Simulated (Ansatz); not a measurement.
# Fields on a plane of TiO2 (rutile)

```
CELL_PARAMETERS angstrom
      4.59117     0.00000     0.00000
      0.00000     4.59117     0.00000
      0.00000     0.00000     2.93906
ATOMIC_POSITIONS crystal
  Ti 0.00000 0.00000 0.00000
  Ti 0.50000 0.50000 0.50000
  O  0.30444 0.30444 0.00000
  O  0.80444 0.19556 0.50000
  O  0.19556 0.80444 0.50000
  O  0.69556 0.69556 0.00000
```

The slice is a (-1 2 0) plane (indices of the conventional cell) through the point (0.000, 0.000, 0.000) (fractional), spanned by u = [001] and v = [210] in vectors of this cell: u (2.94 Å) and v (10.27 Å, at 90° to u). It covers one period; positions are fractions (u, v).

Atoms on it: Ti at (0.00, 0.00). Other atoms lie within 1 Å of the plane.

Computed with PBEsol (plane waves to 420 eV, PAW, scalar-relativistic; Ansatz, an electronic-structure program). k mesh 7×7×11. These are valence fields of a PAW run, semicore shells included where kept as valence: close to a nucleus they are smooth pseudo fields. TiO2 is run without spin polarisation. TiO2 was relaxed with its symmetry unable to fall.

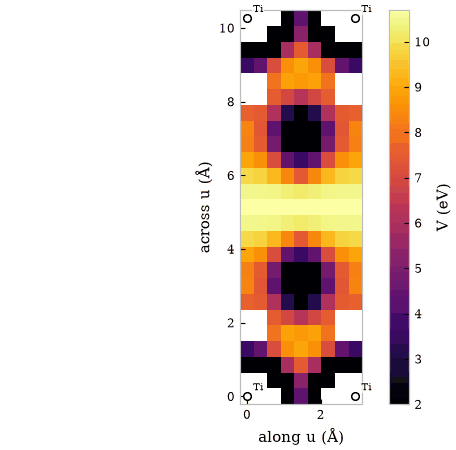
Fig. 1. Electrostatic potential energy of an electron, from the cell's mean, in eV, one period of the plane, atoms marked. Points within 0.8 Å of a nucleus are left white, as the pseudised field means little there. Values under 2 eV are set to 2. The zero, the cell's mean, hangs on the PAW cores.

```
|*#: . :#|
|:.  .  .|
|#*:   :*|
|@@#. .#@|
|@@*. .*@|
|#*.   .*|
|.  ...  |
|  .-=-. |
|  :*#*: |
|  .=*=. |
|    .   |
|        |
|    .   |
|  .=*=. |
|  :*#*: |
|  .-=-. |
|.  ...  |
|#*.   .*|
|@@*. .*@|
|@@#. .#@|
|#*:   :*|
|:.  .  .|
|*#: . :#|
|xx+ . +x|
```
Scale: ten equal steps from 0.01 (start of ' ') to 0.83 (end of '@'), in the order ' .:-=+*#%@'. Values: electron localisation function (ELF). The map has 8 points along u (one character each, u = 0 at the left) and 24 along v (v = 0 in the bottom row). Points within 0.4 Å of a nucleus are blanked (x), as the pseudised field means little there.
